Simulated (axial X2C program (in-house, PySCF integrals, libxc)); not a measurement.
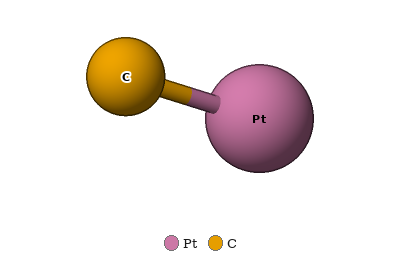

**Figure 1.** The molecule at the reference distance of 1.709 Å.

# Relativistic diatomic calculation, with input and output: PtC⁻

PtC⁻, single determinant with Ω = 1/2. Level asked for: PBE0, two-component X2C with atomic mean-field Coulomb and Gaunt terms, Pt dyall-acv3z, C dyall-av3z (cores contracted) (axial X2C program (in-house, PySCF integrals, libxc)).

**Outcome**

- outcome: not converged in a step after the SCF shown
- hardware: 1 thread of INTEL XEON PLATINUM @ 2.30GHz (Emerald Rapids), 24 GiB of memory available, shared host
- wall time: 14 s
- peak memory: 0.99 GiB

**Diagnosis**

The SCF whose log is shown converged, but a later step did not. The run therefore gave no full result.

**Input**
```
{"zs": [78, 6], "q": -1, "bas": ["dyall-acv3z", "dyall-av3z"], "levels": ["PBE0", "HF", "LDA"], "cc": true, "r0": 1.79, "thr": -2.0, "nmax": 90, "npts": 10, "nst": 2, "ntry": 6}
```

The line is the task of a batch: nuclear charges, charge, bases, the levels to run, a first guess of the distance and further settings. This report covers PBE0 with spin-orbit coupling. The log is that of the reference distance 1.709 Å, started from orbitals converged before.

Launched within a batch (the task file carries these settings):
```bash
python <driver script> task.json out
```

**Output**
```
two-component X2C + atomic mean field  PBE0
basis functions 245  fitting functions 1212  grid points 5074
iter        total energy     max residual
   1     -18455.416363578     1.82e-05
   2     -18455.416363579     2.36e-06
converged
one-electron -25588.14916212  Coulomb 7371.25280983  exact exchange -90.17422846  xc functional -276.36558942  nuclear repulsion 144.91219117  atomic mean-field constant -16.89238457
```

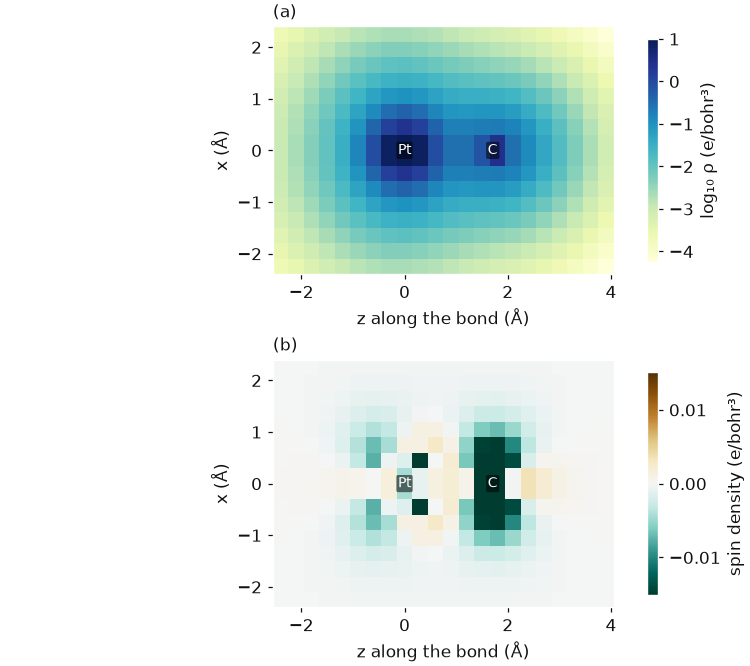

**Figure 2.** (a) electron density on a logarithmic scale; (b) spin density, in a plane that holds the axis, at 1.71 Å, on points 0.3 Å apart (one half computed, the other mirrored); the structure near the nuclei is finer than these points.

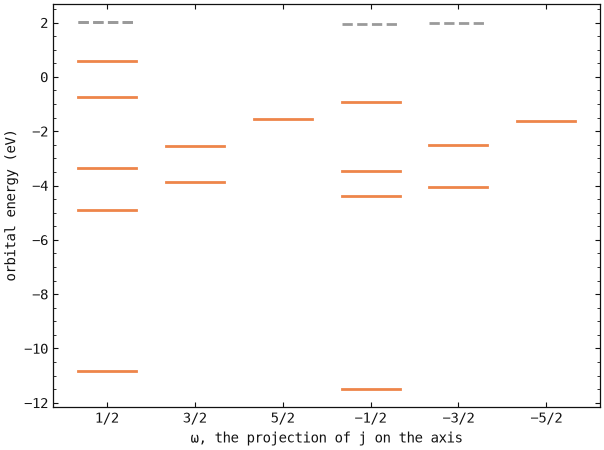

**Figure 3.** Orbital energies near the frontier at 1.71 Å, filled (solid) and empty (dashed). The highest filled spinor (1/2; 46 % C p, 28 % Pt p) lies at 0.59 eV, the lowest empty one (−1/2; 97 % Pt p, 2 % Pt s) at 1.96 eV. A filled level above zero is held only by the finite basis .
